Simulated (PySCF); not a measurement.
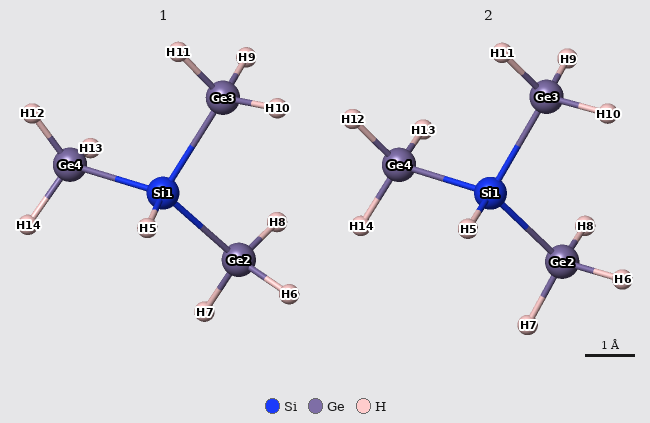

Two geometries of Ge₃SiH₁₀, drawn at one scale. One is the start of a relaxation, the other its converged end. Style: ball-and-stick. Shown at a tilt.

Method: PySCF 2.14.0, density-fitted response routines, PBE0-D3(BJ)/def2-SVP geometry optimisation, gas phase. 

### Which of the two is the end point?

Structure 2 is the relaxed one. The start comes from GFN2-xTB. Its atoms were then displaced at random by about 0.03 Å. Over 12 geometry steps the energy falls by 12.1 kcal/mol. The largest move after the best rigid fit is that of H7, 0.47 Å. Largest moves by element: H 0.47 Å, Ge 0.10 Å, Si 0.05 Å. Some distances before and after: Ge3–H10 1.425 → 1.541 Å, Si1–H5 1.434 → 1.498 Å, Ge2–H6 1.486 → 1.541 Å, Ge3–H11 1.500 → 1.540 Å. Bond angles that change, for instance: Si1–Ge3–H10 116.4° → 110.8°, H9–Ge3–H11 103.4° → 108.6°, H7–Ge2–H8 103.6° → 108.6°. Cost: 3.8 min on 1 thread of Arm Neoverse V1, on a shared host.
